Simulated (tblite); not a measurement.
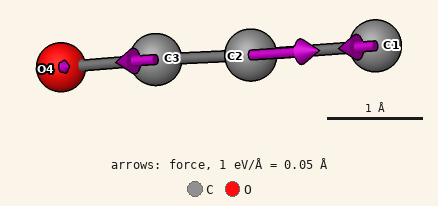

Starting geometry of C₃O with the computed forces as purple arrows. Style: ball-and-stick. Shown at a tilt.

These are results of GFN2-xTB geometry optimisation, gas phase in tblite, not measurements. 

What follows when this structure is relaxed?

Answer. It isn't relaxed: the largest force vector, on C2, is 17.47 eV/Å. The final displacements follow the starting forces only in part (cosine between the two patterns 0.76). After 11 geometry steps the energy has fallen by 225.7 kJ/mol. The atom that moves furthest after the best rigid fit is C1 (0.18 Å). Largest moves by element: C 0.18 Å, O 0.05 Å. Among the contacts that change: C1–C2 1.559 → 1.261 Å, C2–C3 1.190 → 1.298 Å, C3–O4 1.186 → 1.146 Å. The run took 0.03 s on 1 thread of Intel(R) Xeon(R) CPU @ 2.60GHz, with other jobs on the host.
